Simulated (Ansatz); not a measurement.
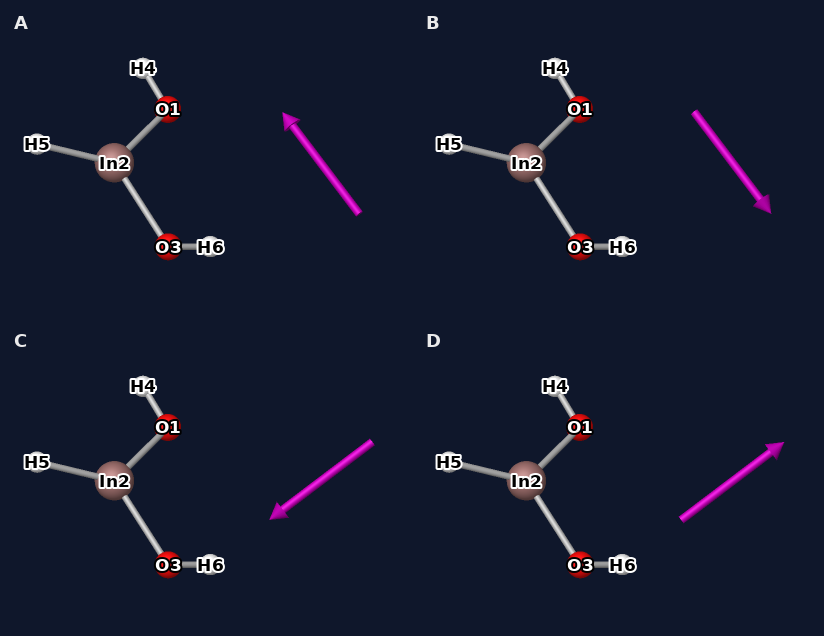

The same molecule four times, each with an arrow. The computed structure is the end point of a PBE-D4/def2-SVP optimisation. No frequency run is at hand to confirm it as a minimum. Properties computed with RKS PBE-D4/def2-SVP, core potentials on In (Ansatz 0.2.0).

**Which arrow points along the dipole moment, from the negative to the positive end?**

A. The dipole moment is 2.07 D; it points from the side of H6 to the side of H4 (the outermost atoms at the two ends).
